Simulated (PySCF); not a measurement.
# ReCl₃⁺: rigid scans about the minimum

Aim: map the energy of quartet ReCl₃⁺ about its PBE0 minimum, with rigid distortions.

Computed with PySCF 2.14.0. Level: PBE0, basis Re def2-SVP with ECP60, Cl def2-SVP, scalar-relativistic core potentials, no spin–orbit coupling, density fitting.

### Step 1. The system as given

4 atoms, charge 1, spin multiplicity 4.

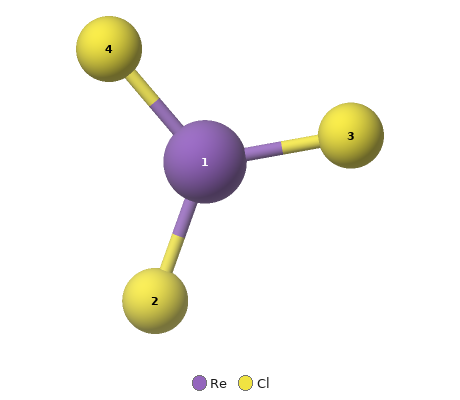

The starting geometry (rhenium purple, chlorine yellow); atoms are numbered from 1 in the order of the file.

```xyz
4
charge 1 multiplicity 4
Re    0.0000    0.0000    0.0000
Cl    2.1803    0.0000    0.0000
Cl   -1.0902    1.8882    0.0000
Cl   -1.0901   -1.8882    0.0000
```

### Step 2. Breathing scan

One driver script runs all scans and calls PySCF for each point, on a (75, 302) grid.

Command:

```
OMP_NUM_THREADS=2 python axn.py task.json out
```

A rigid scan with PBE0: all bonds to the central atom are scaled together. Each point starts from its neighbour's orbitals, and energies count from the minimum. Dipoles of the ion refer to the centre of mass.

```tsv
scale of all bonds to the centre	energy (kJ/mol)	⟨S²⟩
0.88	382.9	3.76
0.92	147.5	3.76
0.96	32.0	3.76
1.00	0.0	3.77
1.04	24.7	3.78
1.08	86.7	3.80
1.14	219.3	3.87
1.22	419.4	4.15
1.35	692.9	5.06
```

The scan needed 67 s of wall time on 2 threads of Intel Xeon at 2.50GHz (Skylake/Cascade Lake), shared host.

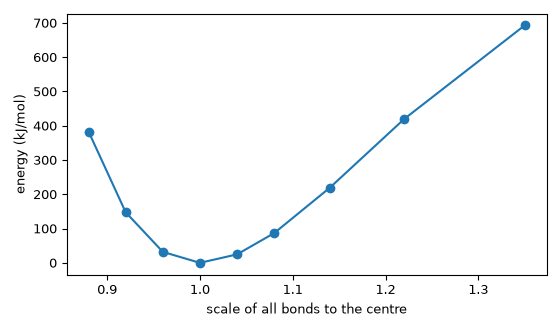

Energy along the scan.

⟨S²⟩ grows along the scan: the determinant mixes in higher spin as the pair uncouples.

### Step 3. Stretching one bond

A rigid scan with PBE0: the bond from Re to the last atom (Cl) is scaled and the rest held.

```tsv
scale of one bond	energy (kJ/mol)	dipole size (D)	⟨S²⟩
0.92	44.6	0.84	3.77
0.96	9.7	0.41	3.77
1.00	0.0	0.00	3.77
1.05	11.4	0.48	3.77
1.12	53.1	1.07	3.78
1.20	117.4	1.60	3.80
1.35	235.6	1.71	4.03
1.55	318.0	0.48	4.54
1.80	347.1	0.17	4.73
2.20	355.5	0.83	4.77
```

The scan took 1.7 min.

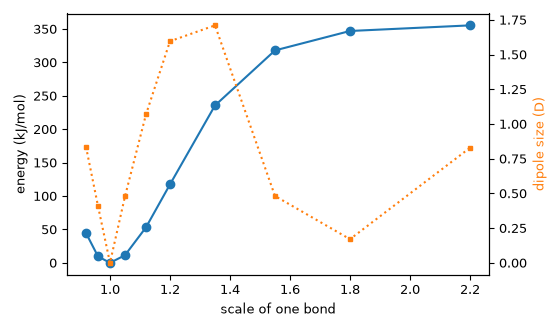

Energy (circles) and dipole moment (squares) along the scan.

⟨S²⟩ grows along the scan: the determinant mixes in higher spin as the pair uncouples.

### Step 4. Umbrella curve

A rigid scan with PBE0: angle between each bond and the threefold axis, bonds fixed.

```tsv
angle of the bonds to the threefold axis (°)	energy (kJ/mol)	dipole size (D)	⟨S²⟩
55	122.8	2.52	3.77
60	78.8	2.05	3.77
65	51.8	1.61	3.77
70	33.5	1.20	3.77
75	19.6	0.83	3.77
80	9.2	0.52	3.77
85	2.4	0.25	3.77
90	0.0	0.00	3.77
```

The scan took 55 s.

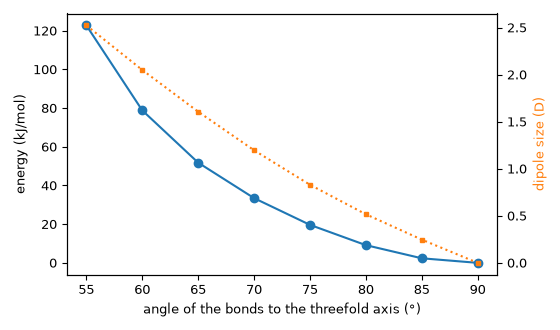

Energy (circles) and dipole moment (squares) along the scan.

### Step 5. Results

| quantity | value |
| --- | --- |
| all bonds 4 % longer | 24.7 kJ/mol |
| one bond 20 % longer | 117.4 kJ/mol |

What this shows: The well is lopsided, 32.0 kJ/mol for 4 % shorter bonds against 24.7 for 4 % longer ones. Open d and f shells are described by one determinant, and the ground state may have another occupation or spin. With an element this heavy the missing spin–orbit coupling can shift these numbers.
